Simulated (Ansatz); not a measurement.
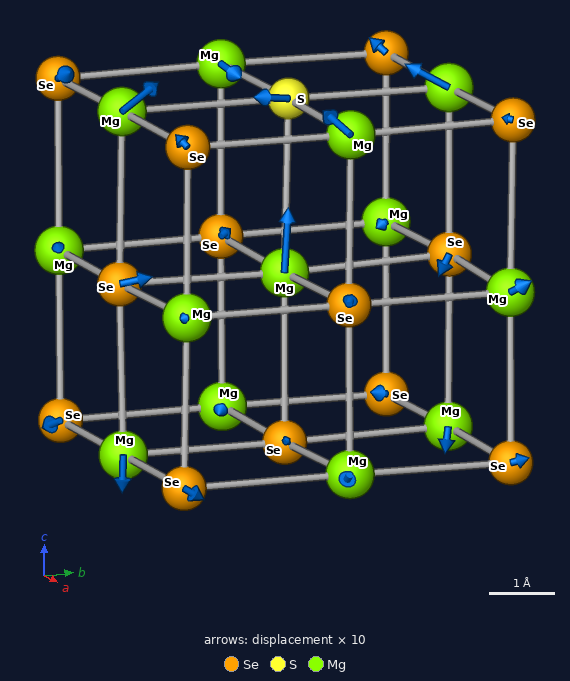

This is a relaxation of a crystal of Se30S2Mg32 (a generated structure, set up in P1). The starting structure is drawn; blue arrows show the displacements, magnified 10 times.

The picture is a ball-and-stick view of the atoms within 5.0 Å of the atom that moves most (axes of the cell of the calculation), seen slightly off an axis.

These are results of DFT, PBEsol, PAW, plane waves in Ansatz, not measurements. Set-up: plane-wave cutoff 420 eV; k-point mesh 1 × 1 × 1; mesh shifted by (0.25, 0.25, 0.25); no spin polarisation; cell relaxed at fixed shape; force threshold 0.03 eV/Å; at most 80 steps.

> Atoms of which element are displaced furthest, and by how much?

Magnesium: up to 0.10 Å, against 0.07 Å for sulfur.

> Describe the change and its energy.

The largest move is that of a Mg atom, 0.10 Å along +c. Largest moves by element: Mg 0.10 Å, S 0.07 Å, Se 0.06 Å. The lattice vectors keep their values. Some distances before and after: Mg–S 2.800 → 2.652 Å, Mg–Se 2.804 → 2.702 Å, Mg–S 2.756 → 2.655 Å, Mg–Se 2.689 → 2.788 Å. Bond angles that change, for instance: Se–Mg–S 86.7° → 91.2°, Se–Mg–Se 91.7° → 88.7°, Se–Mg–S 88.7° → 91.3°. The space group (tolerance 0.01 Å) goes from P1 (No. 1) to Cmmm (No. 65). After 3 geometry steps the energy has fallen by 5.4 meV per atom. Largest force component: 0.47 eV/Å at the start, 0.013 eV/Å at the end. The pressure goes from 0.11 to 0.02 GPa.
